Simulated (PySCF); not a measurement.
# revTPSS-D4/6-31++G(d,p) (sfX2C, density fitting with cc-pvtz-jkfit, Cartesian functions) run of BNH3F (SMILES NBF)

Aim: a structure relaxation of BNH3F. 

The calculation is run with PySCF 2.14.0.

7 further runs of the same task are left out: 4 that didn't finish, 3 set aside as unsound or not needed.

## Step 1: The molecule

The species is BNH3F (6 atoms), meant as a singlet with charge 0. SMILES: `NBF`. The shape is built from the SMILES string. The run starts from this shape.

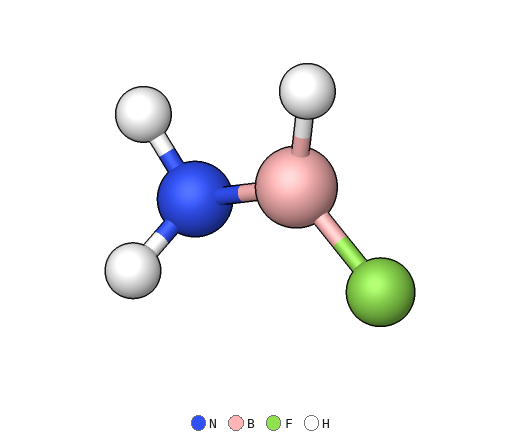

The structure, seen from a chosen angle (nitrogen blue, boron pink, fluorine green, hydrogen white).

## Step 2: A geometry optimisation at revTPSS-D4/6-31++G(d,p) (sfX2C, density fitting with cc-pvtz-jkfit, Cartesian functions)

File job.py:

```python
from pyscf import gto, dft
from pyscf.geomopt.geometric_solver import kernel as optimise
from rdkit import Chem
from rdkit.Chem import AllChem

rd = Chem.AddHs(Chem.MolFromSmiles('NBF'))
AllChem.EmbedMolecule(rd, randomSeed=189)
if AllChem.MMFFOptimizeMolecule(rd) < 0:
    AllChem.UFFOptimizeMolecule(rd)
xyz = rd.GetConformer().GetPositions()
geom = [(a.GetSymbol(), tuple(x)) for a, x in zip(rd.GetAtoms(), xyz)]
for s, x in geom:
    print('%-2s %12.6f %12.6f %12.6f' % (s, *x))

molecule = gto.M(
    atom=geom,
    charge=0,
    verbose=4,
    basis='6-31++g**',
    cart=True,
    max_memory=1860,
)

mf = dft.RKS(molecule, xc='revtpss')
mf = mf.x2c()
mf = mf.density_fit(auxbasis='cc-pvtz-jkfit')
mf.disp = 'd4'
converged, mol_eq = optimise(mf, maxsteps=50)
print('converged:', converged)
print(mol_eq.tostring())

mf.reset(mol_eq)
molecule = mol_eq
mf.kernel()
energy = mf.e_tot
print('E = %.10f Eh' % energy)
```

Started as:

```bash
$ OMP_NUM_THREADS=1 python job.py
```

Output:

```text
N     -0.809393    -0.150857    -0.344741
B      0.657579     0.083743    -0.018537
F      1.600775    -1.006218    -0.113328
H     -1.312325     0.749695    -0.179088
H     -1.170841    -0.834883     0.357037
H      1.034205     1.158520     0.298657

PySCF version 2.14.0

[... 56 lines left out ...]
> Will converge when all 5 criteria are reached:
[... 103 lines left out ...]
Step    0 : Gradient = 3.986e-02/5.775e-02 (rms/max) Energy = -181.4025151300
[... 261 lines left out ...]
converged SCF energy = -181.428827418974
[... 274 lines left out ...]
converged SCF energy = -181.431739951658
[... 262 lines left out ...]
converged SCF energy = -181.431797130218
[... 258 lines left out ...]
converged SCF energy = -181.431792473186
[... 258 lines left out ...]
converged SCF energy = -181.431797589965
[... 87 lines left out ...]
converged SCF energy = -181.43179758996
E = -181.4317975900 Eh
```

Run time: 2.9 min. Hardware: 1 thread of Intel Xeon Platinum 8259CL at 2.50GHz (Skylake/Cascade Lake), shared host; peak memory 0.77 GiB.

Steps, from the record of the run:

```tsv
step	energy from the first frame kept (eV)	largest force (eV/Å)
0	0.0000	2.9695
1	-0.3513	1.8311
2	-0.4419	3.1592
3	-0.7160	0.6668
4	-0.7664	0.5786
5	-0.7861	0.2237
6	-0.7952	0.1533
7	-0.7966	0.0489
8	-0.7968	0.0234
9	-0.7968	0.0177
10	-0.7967	0.0430
11	-0.7966	0.0604
12	-0.7967	0.0520
13	-0.7967	0.0366
14	-0.7968	0.0234
15	-0.7968	0.0115
```

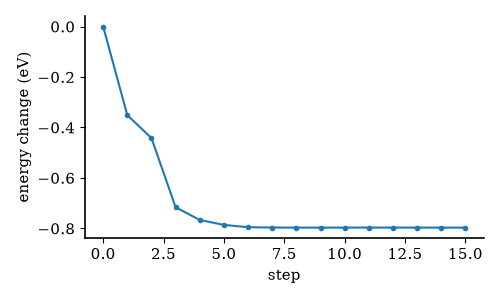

Energy along the run.

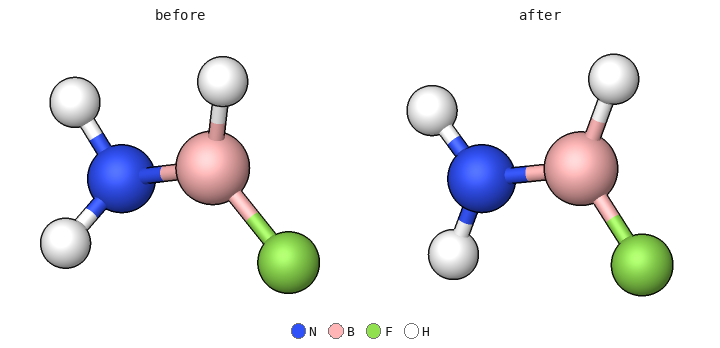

Before and after, at one scale.

After the run. Bond lengths: N1–B2 1.402 Å, B2–F3 1.361 Å, N1–H4 1.014 Å, N1–H5 1.016 Å, B2–H6 1.193 Å. Angles: N1–B2–F3 118.4°, N1–B2–H6 122.6°, F3–B2–H6 119.0°, B2–N1–H4 122.7°, B2–N1–H5 123.0°, H4–N1–H5 114.2°.

## Step 3: What came out

At revTPSS-D4/6-31++G** (sfX2C, density fitting with cc-pvtz-jkfit, Cartesian functions):

| quantity | value |
| --- | --- |
| total energy at the end | -181.43180 Eh |
| dipole moment | 2.51 D |
| HOMO energy | -7.16 eV |
| LUMO energy | -0.42 eV |
| HOMO–LUMO gap | 6.73 eV |
| dispersion energy | -5.54 kJ/mol |

**Reading.** At the final geometry: Bond lengths: N1–B2 1.402 Å, B2–F3 1.361 Å, N1–H4 1.014 Å, N1–H5 1.016 Å, B2–H6 1.193 Å. Angles: N1–B2–F3 118.4°, N1–B2–H6 122.6°, F3–B2–H6 119.0°, B2–N1–H4 122.7°, B2–N1–H5 123.0°, H4–N1–H5 114.2°. The optimisation took 15 steps and changed the energy by -0.797 eV.
